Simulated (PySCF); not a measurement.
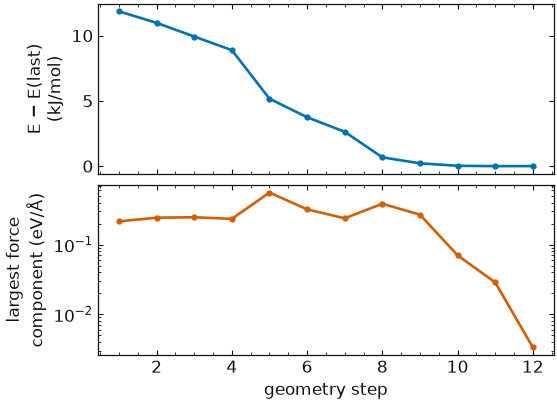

History of a geometry optimisation. The start has point group Cs, which is kept. A held symmetry can leave a saddle point.

AgHCl molecule, multiplicity 2; UKS-based PBE0, Ag def2-TZVP with ECP28, H def2-TZVP, Cl def2-TZVP; non-relativistic Hamiltonian with scalar-relativistic core potentials; density fitting in PySCF.

> How did it end, and what did it gain?

The optimisation met its thresholds at geometry 12, counting the start as the first. The energy fell by about 12 kJ/mol from the first step to the last. The largest force component goes from about 0.22 eV/Å at the start to 3 × 10⁻³ eV/Å at the end, with a peak of 0.56 eV/Å at step 5.

> By which step was nine tenths of the energy gained?

By step 8 of 12.
